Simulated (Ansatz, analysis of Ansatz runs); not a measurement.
# Migration in K2MoO4 (C2/m): H transfer from O to O, charge 0, part 2 of 2

Aim: the barrier of one jump in K2MoO4 (C2/m) at charge 0: H transfer from O to O. The model is a cell of 56 host atoms with 1 H put in; H is the atom that moves.

Ansatz 0.2.0; plane-wave PAW DFT, PBEsol; nudged elastic band between two relaxed defect structures.

So far: Starting point; Relaxation of the start point, charge 0; Relaxation of the end point, charge 0.

**4. Nudged elastic band, charge 0**

5 movable images are laid between the ends on a pair-potential path, which keeps atoms from colliding in the first guess. Each image feels the true force across the path and a spring force along it. The highest image is set to climb to the top of the path.

This step: plane-wave PAW DFT, PBEsol; nudged elastic band between two relaxed defect structures.

File q0_M1.neb/input.yaml:

```yaml
crystal:
  lattice:
    - [-3.24276055, 6.05590372, 6.76040222]
    - [9.04886774, 0.0, 6.73828762]
    - [12.29162829, 6.05590372, -0.0221146]
  atoms:
    - { symbol: K, position: [0.13715058, 0.6223089, 0.36183003] }
    - { symbol: K, position: [0.13734902, 0.62875347, 0.86078431] }
    - { symbol: K, position: [0.63518069, 0.13665586, 0.35425982] }
    - { symbol: K, position: [0.64307183, 0.1245763, 0.86359646] }
    - { symbol: K, position: [0.36765813, 0.87235987, 0.14478438] }
    - { symbol: K, position: [0.3729122, 0.8704176, 0.6343633] }
    - { symbol: K, position: [0.85698302, 0.38191162, 0.13377647] }
    - { symbol: K, position: [0.8629519, 0.36698824, 0.64371918] }
    - { symbol: K, position: [0.18809028, 0.08592622, 0.26985529] }
    - { symbol: K, position: [0.20214162, 0.04667717, 0.7942562] }
    - { symbol: K, position: [0.69829637, 0.55338574, 0.29641057] }
    - { symbol: K, position: [0.71512358, 0.55224201, 0.79147007] }
    - { symbol: K, position: [0.30093805, 0.45780087, 0.20143342] }
    - { symbol: K, position: [0.31734158, 0.41857514, 0.72717433] }
    - { symbol: K, position: [0.79109158, 0.94911645, 0.207905] }
    - { symbol: K, position: [0.80037974, 0.95369012, 0.69960345] }
    - { symbol: Mo, position: [0.47812306, 0.30570803, 0.02149559] }
    - { symbol: Mo, position: [0.47721544, 0.29672475, 0.52588058] }
    - { symbol: Mo, position: [0.97679535, 0.798101, 0.02435666] }
    - { symbol: Mo, position: [0.98332642, 0.7997311, 0.51759465] }
    - { symbol: Mo, position: [0.02566889, 0.2037807, 0.47179665] }
    - { symbol: Mo, position: [0.02675623, 0.19380057, 0.98011263] }
    - { symbol: Mo, position: [0.53585556, 0.70055646, 0.48524935] }
    - { symbol: Mo, position: [0.52598581, 0.70622948, 0.97224444] }
    - { symbol: O, position: [0.41335671, 0.51025598, 0.34968091] }
    - { symbol: O, position: [0.4076196, 0.51894033, 0.84731651] }
    - { symbol: O, position: [0.90731886, 0.01628238, 0.34862871] }
    - { symbol: O, position: [0.91627439, 0.00968006, 0.8460966] }
    - { symbol: O, position: [0.33788719, 0.70768688, 0.43730596] }
    - { symbol: O, position: [0.34849491, 0.73279402, 0.91115182] }
    - { symbol: O, position: [0.84623906, 0.232501, 0.41322973] }
    - { symbol: O, position: [0.84855674, 0.22272225, 0.91948712] }
    - { symbol: O, position: [0.088038, 0.9823777, 0.15815662] }
    - { symbol: O, position: [0.09140495, 0.9870253, 0.64500793] }
    - { symbol: O, position: [0.58630956, 0.49450838, 0.15039562] }
    - { symbol: O, position: [0.5863616, 0.48096518, 0.66178649] }
    - { symbol: O, position: [0.15389123, 0.77216066, 0.08551939] }
    - { symbol: O, position: [0.17167978, 0.77744185, 0.54973617] }
    - { symbol: O, position: [0.65791368, 0.28155089, 0.07536796] }
    - { symbol: O, position: [0.65548789, 0.27072657, 0.58511261] }
    - { symbol: O, position: [0.13119617, 0.24165231, 0.35124987] }
    - { symbol: O, position: [0.13555352, 0.2202866, 0.86592638] }
    - { symbol: O, position: [0.60100359, 0.76095004, 0.33648432] }
    - { symbol: O, position: [0.63921074, 0.73019991, 0.86146701] }
    - { symbol: O, position: [0.37661322, 0.26911531, 0.14415643] }
    - { symbol: O, position: [0.3677877, 0.2643426, 0.64178642] }
    - { symbol: O, position: [0.86459223, 0.77209329, 0.13647468] }
    - { symbol: O, position: [0.90802715, 0.75358408, 0.65508016] }
    - { symbol: O, position: [0.47235645, 0.15759112, 0.01219477] }
    - { symbol: O, position: [0.47759122, 0.1444034, 0.52018788] }
    - { symbol: O, position: [0.97944168, 0.64224783, 0.02249607] }
    - { symbol: O, position: [0.9597051, 0.6555028, 0.50820781] }
    - { symbol: O, position: [0.02807042, 0.34993651, 0.48374934] }
    - { symbol: O, position: [0.03106727, 0.34720116, 0.98417211] }
    - { symbol: O, position: [0.58650353, 0.82787284, 0.5070536] }
    - { symbol: O, position: [0.52451465, 0.86147405, 0.97445097] }
    - { symbol: H, position: [0.27202567, 0.74247457, 0.47275726] }
basis:
  ecutwfc: 420
  xc_grid: 2
hamiltonian:
  xc: pbesol
kpoints:
  mp_grid: { grid: [1, 1, 1], shift: [0.25, 0.25, 0.25] }
magnetization:
  spin_polarized: true
  initial_magnetization: 1
  spin_locking: { lock_magnetization: hard }
scf:
  occupations: { method: fixed }
  max_iter: 150
output:
  forces: true
neb:
  images: 5
  f_tol: 0.04
  climbing: true
  initial_path: idpp
  max_iterations: 45
  order_check: false
  final_atoms:
    - { symbol: K, position: [0.14570115, 0.62379742, 0.36488715] }
    - { symbol: K, position: [0.13079572, 0.63246246, 0.85888211] }
[... 2 atom lines left out ...]
    - { symbol: K, position: [0.36141355, 0.87668222, 0.12600854] }
    - { symbol: K, position: [0.36238297, 0.86464245, 0.64649649] }
[... 2 atom lines left out ...]
    - { symbol: K, position: [0.18871486, 0.04492309, 0.29437669] }
[... 4 atom lines left out ...]
    - { symbol: K, position: [0.31209162, 0.45069988, 0.71174257] }
[... 8 atom lines left out ...]
    - { symbol: Mo, position: [0.52342411, 0.71467093, 0.45575136] }
[... 5 atom lines left out ...]
    - { symbol: O, position: [0.34785692, 0.75768211, 0.3784761] }
[... 6 atom lines left out ...]
    - { symbol: O, position: [0.58571889, 0.52482072, 0.64452702] }
[... 1 atom line left out ...]
    - { symbol: O, position: [0.15598468, 0.76293174, 0.59089543] }
[... 4 atom lines left out ...]
    - { symbol: O, position: [0.64816389, 0.69381929, 0.3722111] }
[... 1 atom line left out ...]
    - { symbol: O, position: [0.40462716, 0.2109543, 0.18899771] }
[... 9 atom lines left out ...]
    - { symbol: O, position: [0.48413495, 0.88774168, 0.46171095] }
[... 1 atom line left out ...]
    - { symbol: H, position: [0.45894662, 1.00718547, 0.3600732] }
```

The run is started by

```
> ansatz run input.yaml --threads 32 --pin off --max-ram 84787MiB --backend cuda --events-out ev --progress --plain --runs-dir out --max-vram 78GiB
```

Numbers of over 12 decimals in the logs are rounded to 6 here.

What it wrote:

```text
Warning: neb: disabling space-group detection — the band's intermediate images generally break the endpoint symmetry, so the full k-mesh is solved, and no spatial operation symmetrises the density, ex [...]
[...]
Crystal: 57 atoms, lattice volume = 1005.578 Å³
Basis set: ecut = 420 eV, 19613 PW (Γ), exchange–correlation on 144×160×192 points (8 copies of the dense FFT grid, shifted against one another)
[...]
SCF iter   2: F=—  HF=-81449.367859 eV  |F-HF|=—  |Δ(HF+E_count)|=    4.69e1  Δρ=2.52e-2 (↑2.50e-2 ↓2.52e-2)  dr2=4.60e1  dr2_m=1.54e-1  M=1.000 μB ∫|m|=1.037 μB  β_m=0.39  ethr=3.10e-3  ⟨swp⟩=4.0  Hψ [...]
[...]
SCF iter  15: F=-81435.433251 eV  HF=-81435.433251 eV  |F-HF|=5.24e-9  |Δ(HF+E_count)|=   5.47e-8  Δρ=9.82e-7 (↑9.82e-7 ↓9.32e-7)  dr2=4.74e-8  dr2_m=4.31e-11  M=1.000 μB ∫|m|=1.054 μB  ethr=2.23e-11  [...]
SCF 1 converged in 15 iterations: F = -81435.433251 eV  dr2 = 4.74e-8
[...]
SCF 14 converged in 12 iterations: F = -81434.136507 eV  dr2 = 1.13e-8
[...]
SCF 92 converged in 7 iterations: F = -81435.325486 eV  dr2 = 2.45e-8
[...]
SCF 134 converged in 7 iterations: F = -81434.388315 eV  dr2 = 3.72e-9
[...]
SCF 140 converged in 12 iterations: F = -81434.221849 eV  dr2 = 6.75e-8
[...]
```

It took 69 s on 1 × NVIDIA GB200 with 32 threads of Arm Neoverse V2, shared host; peak memory 2.7 GiB; 6.1 min of CPU time.

Images along the path:

| image | path (Å) | energy (eV) | H57: x, y, z (Å) |
| --- | --- | --- | --- |
| 0 | 0.000 | 0.0000 | 11.647, 4.510, 6.832 |
| 1 | 1.377 | 0.0670 | 12.000, 4.805, 7.069 |
| 2 | 2.754 | 1.0450 | 12.283, 5.624, 7.737 |
| 3 | 4.131 | 1.2110 | 12.059, 5.435, 8.994 |
| 4 | 4.944 | 0.2410 | 12.159, 5.341, 9.275 |
| 5 | 5.757 | 0.1020 | 12.100, 5.240, 9.673 |
| 6 | 6.570 | -0.0410 | 12.052, 4.960, 9.881 |

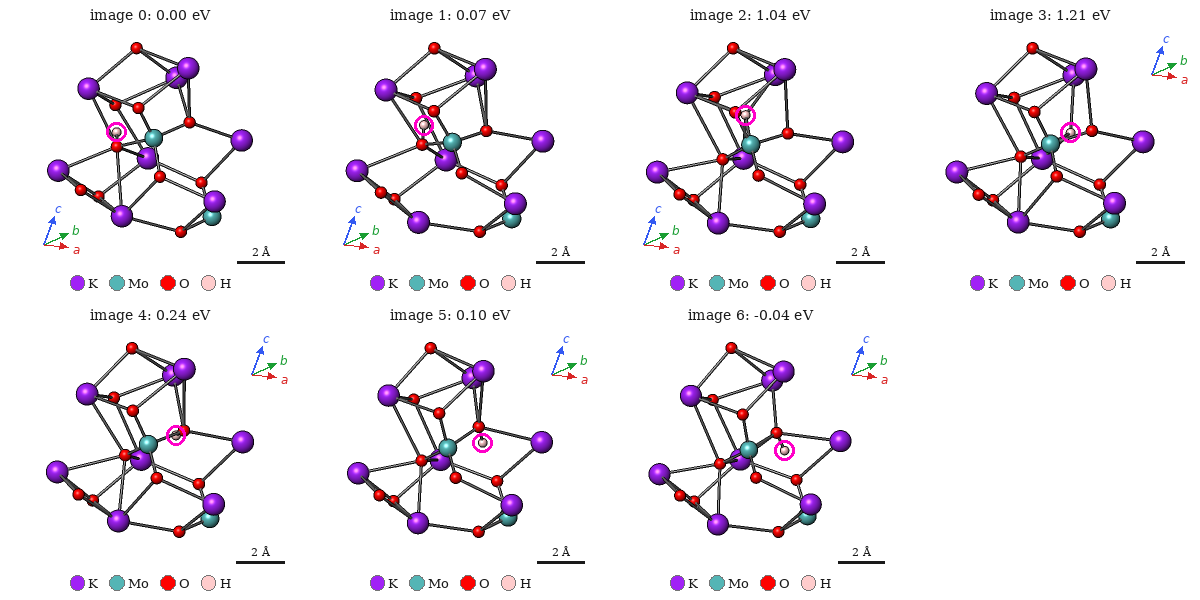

Images along the path; H57 is ringed.

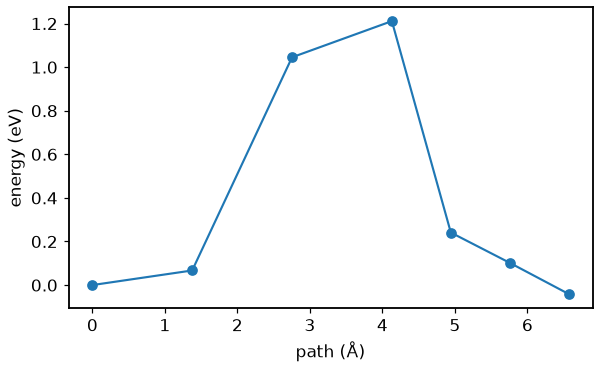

Energy along the path.

This step gave:

| Item | Value |
| --- | --- |
| free energy | -81434.2218 eV |
| total moment | 1 μB |
| integral of the absolute spin density | 1.082 μB |
| spin contamination | 0.004208 |
| barrier forward | 1.211 eV |
| barrier backward | 1.253 eV |
| end less start | -0.04120 eV |
| hop length | 3.109 Å |

Track of the atom that was set to move:

| image | x (Å) | y (Å) | z (Å) | nearest neighbour | distance (Å) |
| --- | --- | --- | --- | --- | --- |
| 0 | 11.65 | 4.51 | 6.832 | O | 1.004 |
| 1 | 12 | 4.805 | 7.069 | O | 1.009 |
| 2 | 12.28 | 5.624 | 7.737 | Mo | 2.079 |
| 3 | 12.06 | 5.435 | 8.994 | O | 1.572 |
| 4 | 12.16 | 5.341 | 9.275 | O | 0.99 |
| 5 | 12.1 | 5.24 | 9.673 | O | 0.982 |
| 6 | 12.05 | 4.96 | 9.881 | O | 1.001 |

The band met its tolerance of 0.04 eV/Å after 27 iterations, with image 3 on top (the start counts as 0). H57, which moves farthest between the ends, has 1 O at 1.00 Å nearest at the start and 1 O at 1.57 Å at the top. In at least one step between neighbouring images a covalent bond changes partner or an atom goes far. The images sample such a step coarsely, so the top may lie higher.

**5. Single point at the start point, PBEsol, denser k-mesh**

Three single points on a mesh of more k-points (start, top, end) test the sampling. The start is shown; top and end are run alike.

This step: plane-wave PAW DFT, PBEsol; single point of a defect supercell on a structure of the PBEsol path.

File q0_M1.start.mesh/input.yaml:

```yaml
crystal:
  lattice:
    - [-3.24276055, 6.05590372, 6.76040222]
    - [9.04886774, 0.0, 6.73828762]
    - [12.29162829, 6.05590372, -0.0221146]
  atoms:
    - { symbol: K, position: [0.13715058, 0.6223089, 0.36183003] }
    - { symbol: K, position: [0.13734902, 0.62875347, 0.86078431] }
[... 2 atom lines left out ...]
    - { symbol: K, position: [0.36765813, 0.87235987, 0.14478438] }
    - { symbol: K, position: [0.3729122, 0.8704176, 0.6343633] }
[... 2 atom lines left out ...]
    - { symbol: K, position: [0.18809028, 0.08592622, 0.26985529] }
[... 4 atom lines left out ...]
    - { symbol: K, position: [0.31734158, 0.41857514, 0.72717433] }
[... 8 atom lines left out ...]
    - { symbol: Mo, position: [0.53585556, 0.70055646, 0.48524935] }
[... 5 atom lines left out ...]
    - { symbol: O, position: [0.33788719, 0.70768688, 0.43730596] }
[... 6 atom lines left out ...]
    - { symbol: O, position: [0.5863616, 0.48096518, 0.66178649] }
[... 1 atom line left out ...]
    - { symbol: O, position: [0.17167978, 0.77744185, 0.54973617] }
[... 4 atom lines left out ...]
    - { symbol: O, position: [0.60100359, 0.76095004, 0.33648432] }
[... 1 atom line left out ...]
    - { symbol: O, position: [0.37661322, 0.26911531, 0.14415643] }
[... 9 atom lines left out ...]
    - { symbol: O, position: [0.58650353, 0.82787284, 0.5070536] }
[... 1 atom line left out ...]
    - { symbol: H, position: [0.27202567, 0.74247457, 0.47275726] }
basis:
  ecutwfc: 420
  xc_grid: 2
hamiltonian:
  xc: pbesol
kpoints:
  mp_grid: { grid: [2, 2, 2], shift: [0.5, 0.5, 0.5] }
magnetization:
  spin_polarized: true
  initial_magnetization: 1
  spin_locking: { lock_magnetization: hard }
scf:
  occupations: { method: fixed }
  max_iter: 150
output:
  forces: true
  eigenvalues: true
checkpoint:
  write: "../q0_M1.start.mesh.run"
  compress: false
  write_wavefunctions: false
  write_every: 100000
```

What it wrote:

```text
[...]
Crystal: 57 atoms, lattice volume = 1005.578 Å³
Basis set: ecut = 420 eV, 19613 PW (Γ), exchange–correlation on 144×160×192 points (8 copies of the dense FFT grid, shifted against one another)
[...]
SCF iter   1: F=—  HF=-81496.080394 eV  |F-HF|=—  |Δ(HF+E_count)|=         —  Δρ=5.03e-2 (↑5.00e-2 ↓5.03e-2)  dr2=2.29e2  dr2_m=9.08e-3  M=1.000 μB ∫|m|=1.004 μB  β_m=0.30  ethr=3.10e-3  ⟨swp⟩=5.2  Hψ [...]
[...]
SCF iter   2: F=—  HF=-81449.473095 eV  |F-HF|=—  |Δ(HF+E_count)|=    4.66e1  Δρ=2.52e-2 (↑2.51e-2 ↓2.52e-2)  dr2=4.62e1  dr2_m=1.68e-1  M=1.000 μB ∫|m|=1.040 μB  β_m=0.39  ethr=3.10e-3  ⟨swp⟩=3.2  Hψ [...]
[...]
SCF iter   4: F=—  HF=-81435.659888 eV  |F-HF|=—  |Δ(HF+E_count)|=    1.58e0  Δρ=5.82e-3 (↑5.82e-3 ↓5.64e-3)  dr2=1.75e0  dr2_m=1.01e-2  M=1.000 μB ∫|m|=1.042 μB  β_m=0.56  ethr=1.36e-3  ⟨swp⟩=3.0  Hψ [...]
SCF iter   5: F=—  HF=-81435.467968 eV  |F-HF|=—  |Δ(HF+E_count)|=   1.92e-1  Δρ=3.82e-3 (↑3.59e-3 ↓3.82e-3)  dr2=6.81e-1  dr2_m=1.01e-3  M=1.000 μB ∫|m|=1.045 μB  β_m=0.54  ethr=3.90e-4  ⟨swp⟩=6.5  H [...]
[...]
SCF 1 converged in 15 iterations: F = -81435.428462 eV  dr2 = 4.28e-8
[...]
SCF converged after 15 iterations
[...]
```

Run time: 3 s. Hardware: 1 × NVIDIA GB200 with 32 threads; peak memory 1.5 GiB.

In the SCF lines HF is the Harris–Foulkes energy and dr2 the Hartree energy of the density residual, in eV; the loop may stop once dr2 is under the threshold and the program's other checks hold. Hψ counts applications of the Hamiltonian.

This step gave:

- free energy: -81435.4285 eV
- total moment: 1 μB
- integral of the absolute spin density: 1.058 μB
- spin contamination: 0.001700

**6. Barrier from single points, PBEsol, denser k-mesh**

Analysis of the runs above: barrier from PBEsol single points on the PBEsol path.

It gives:

```yaml
barrier_forward: 1.204 eV
barrier_backward: 1.249 eV
end_less_start: -0.04501 eV
```

This gives 1.204 eV against the band's 1.211 eV (backward 1.249 against 1.253 eV). This mesh holds only the band's own point and its sign variants, so it tests the average over those and no finer sampling.

**7. Single point at the start point, LDA**

Three single points with LDA show how much the barrier depends on that choice; lattice and path are kept. The start is shown; top and end are run alike.

This step: plane-wave PAW DFT, LDA; single point of a defect supercell on a structure of the PBEsol path.

q0_M1.start.lda/input.yaml, as its differences from q0_M1.start.mesh/input.yaml of step 5:

```diff
@@ -35,5 +35,5 @@
 hamiltonian:
-  xc: pbesol
+  xc: lda
 kpoints:
-  mp_grid: { grid: [2, 2, 2], shift: [0.5, 0.5, 0.5] }
+  mp_grid: { grid: [1, 1, 1], shift: [0.25, 0.25, 0.25] }
 magnetization:
@@ -49,3 +49,3 @@
 checkpoint:
-  write: "../q0_M1.start.mesh.run"
+  write: "../q0_M1.start.lda.run"
   compress: false
```

What it wrote:

```text
[...]
Crystal: 57 atoms, lattice volume = 1005.578 Å³
Basis set: ecut = 420 eV, 19613 PW (Γ), exchange–correlation on 144×160×192 points (8 copies of the dense FFT grid, shifted against one another)
[...]
SCF iter   1: F=—  HF=-80566.079684 eV  |F-HF|=—  |Δ(HF+E_count)|=         —  Δρ=5.03e-2 (↑5.01e-2 ↓5.03e-2)  dr2=2.31e2  dr2_m=8.02e-3  M=1.000 μB ∫|m|=1.007 μB  β_m=0.30  ethr=3.10e-3  ⟨swp⟩=5.0  Hψ [...]
[...]
SCF iter   2: F=—  HF=-80518.351195 eV  |F-HF|=—  |Δ(HF+E_count)|=    4.77e1  Δρ=2.53e-2 (↑2.51e-2 ↓2.53e-2)  dr2=4.76e1  dr2_m=1.51e-1  M=1.000 μB ∫|m|=1.037 μB  β_m=0.39  ethr=3.10e-3  ⟨swp⟩=3.5  Hψ [...]
[...]
SCF iter   4: F=—  HF=-80503.346772 eV  |F-HF|=—  |Δ(HF+E_count)|=    1.85e0  Δρ=5.43e-3 (↑5.43e-3 ↓5.31e-3)  dr2=1.59e0  dr2_m=9.06e-3  M=1.000 μB ∫|m|=1.035 μB  β_m=0.57  ethr=1.30e-3  ⟨swp⟩=3.0  Hψ [...]
SCF iter   5: F=—  HF=-80503.040902 eV  |F-HF|=—  |Δ(HF+E_count)|=   3.06e-1  Δρ=3.93e-3 (↑3.73e-3 ↓3.93e-3)  dr2=7.41e-1  dr2_m=6.61e-4  M=1.000 μB ∫|m|=1.037 μB  β_m=0.52  ethr=3.53e-4  ⟨swp⟩=7.5  H [...]
[...]
SCF 1 converged in 15 iterations: F = -80502.903207 eV  dr2 = 2.14e-8
[...]
SCF converged after 15 iterations
[...]
```

Run time: 1.7 s. Hardware: 1 × NVIDIA GB200 with 32 threads; peak memory 1.6 GiB; 5.7 s of CPU time.

This step gave:

* free energy: -80502.9032 eV
* total moment: 1 μB
* integral of the absolute spin density: 1.043 μB
* spin contamination: 0.001106

**8. Barrier from single points, LDA**

Analysis of the runs above: barrier from LDA single points on the PBEsol path.

It gives:

```
barrier forward  : 1.262 eV
barrier backward : 1.322 eV
end less start   : -0.06045 eV
```

This gives 1.262 eV against the band's 1.211 eV.

**9. Single point at the start point, r2SCAN**

Three single points with a meta-GGA, at its higher cutoff of 500 eV, show what it does to the barrier on the path found. The start is shown; top and end are run alike.

This step: plane-wave PAW DFT, r2SCAN; single point of a defect supercell on a structure of the PBEsol path.

q0_M1.start.r2scan/input.yaml, as its differences from q0_M1.start.lda/input.yaml of step 7:

```diff
@@ -32,6 +32,6 @@
 basis:
-  ecutwfc: 420
+  ecutwfc: 500
   xc_grid: 2
 hamiltonian:
-  xc: lda
+  xc: r2scan
 kpoints:
@@ -49,3 +49,3 @@
 checkpoint:
-  write: "../q0_M1.start.lda.run"
+  write: "../q0_M1.start.r2scan.run"
   compress: false
```

What it wrote:

```text
Warning: This run holds its total moment fixed (magnetization.spin_locking.lock_magnetization: hard) and mixes its density by anderson or broyden (scf.mixing.algorithm, typed or taken by auto). Slabs  [...]
[...]
Crystal: 57 atoms, lattice volume = 1005.578 Å³
Basis set: ecut = 500 eV, 25525 PW (Γ), exchange–correlation on 144×180×200 points (8 copies of the dense FFT grid, shifted against one another)
Bands: 282, of which v1, the nominal top of the filled ones, is band 225 counted from 1 (224 counted from 0)
[...]
k-points: 1
[...]
SCF iter   1: F=—  HF=-82735.495660 eV  |F-HF|=—  |Δ(HF+E_count)|=         —  Δρ=5.38e-2 (↑5.34e-2 ↓5.38e-2)  dr2=2.46e2  dr2_τ=3.17e0  dr2_m=8.53e-3  M=1.000 μB ∫|m|=1.010 μB  β_m=1.20  ethr=3.10e-3  [...]
[...]
SCF 1 converged in 17 iterations: F = -82674.163173 eV  dr2 = 4.37e-8
[...]
SCF converged after 17 iterations
[...]
```

It took 2.4 s on 1 × NVIDIA GB200 with 32 threads; peak memory 1.8 GiB; 6.6 s of CPU time.

Numbers from this step:

* free energy: -82674.1632 eV
* total moment: 1 μB
* integral of the absolute spin density: 1.086 μB
* spin contamination: 0.002991

**10. Barrier from single points, r2SCAN**

Analysis of the runs above: barrier from r2SCAN single points on the PBEsol path.

It gives:

| Quantity | Value |
| --- | --- |
| barrier forward | 1.287 eV |
| barrier backward | 1.309 eV |
| end less start | -0.02218 eV |

This gives 1.287 eV against the band's 1.211 eV.

**11. Results**

```json
{
 "barrier forward": "1.21 eV (in doubt, see below)",
 "barrier backward": "1.25 eV",
 "end less start": "-0.04 eV",
 "hop length": "3.11 Å",
 "band iterations, as the log counts them": "27",
 "barrier from single points, PBEsol, denser k-mesh": "1.20 eV (in doubt, see below)",
 "barrier from single points, LDA": "1.26 eV (in doubt, see below)",
 "barrier from single points, r2SCAN": "1.29 eV (in doubt, see below)"
}
```

What this shows: The top of the band lies 1.21 eV above the start and 1.25 eV above the end. In at least one step between neighbouring images a covalent bond changes partner or an atom goes far. The images sample such a step coarsely, so the top may lie higher. For hydrogen, zero-point energy and tunnelling change the rate much, so no rate follows from this barrier alone. Across functionals on this path (PBEsol 1.211, LDA 1.262 and r2SCAN 1.287 eV) the forward values spread by 0.075 eV. The order of the top as a saddle was not checked for all atoms, so a bent path could be lower. What this leaves open: one k-point off the zone centre stands for the whole zone; PBEsol makes the gap too small and tends to spread out bound carriers.

[Logs are printed without paths, hosts, clocks, repeated set-up lines and the standing remarks that a program may print on its own settings, such as how far it seeks lower states.]

[Hosts, paths, dates, database ids (printed as entryN), source tags and the programs' standing remarks are cut or masked in the printed files.]
